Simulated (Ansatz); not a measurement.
# CdSe under a change: x(Hg) = 0.5, 4 atoms, R3m

The reference is CdSe in the zinc blende structure (space group F-43m, No. 216; a = 6.082 Å).

The other end (x = 1) is HgSe in the zinc blende structure (space group F-43m, No. 216): 28.83 Å³/atom, gap zero.

Perturbation: a fraction x = 0.5 of the Cd sites is given to Hg, ordered in a cell of 4 atoms (starting symmetry R3m) and fully relaxed.

Level of theory: PBEsol, PAW, 420 eV (Ansatz, a first-principles code; scalar-relativistic without spin-orbit coupling), earlier PAW set. Γ-centred 9×9×9 mesh, Fermi–Dirac width 0.05 eV.

```csv
quantity,base,changed,shift
volume per atom,28.12 Å³,28.47 Å³,+0.35 Å³
density,5.65 g/cm³,6.87 g/cm³,+1.22 g/cm³
band gap,0.48 eV,zero,–
mixing energy (to 0.01 eV only: unlike meshes or grids),–,0.00 eV/atom,–
deviation of the volume from the linear (Vegard-type) interpolation,–,0.0 %,–
mean first-shell distances,–,"Cd–Se 2.638 Å (end compound 2.634 Å), Hg–Se 2.652 Å (end compound 2.656 Å)",–
```

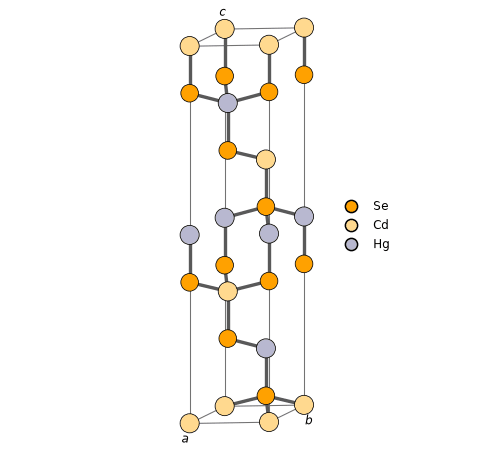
*The relaxed conventional cell after the change*

Cost of the whole job for the changed cell (relaxation, final SCF and bands): very roughly 5 core-minutes.

Each cell is one ordered arrangement of few atoms, which overstates ordering effects compared with a random alloy. Spin-orbit coupling, missing from the scalar runs, can matter with Hg. No phonon test of stability was made. All final runs are without spin polarisation. The zero or small gap of CdHgSe2 and HgSe can change with the level of theory.
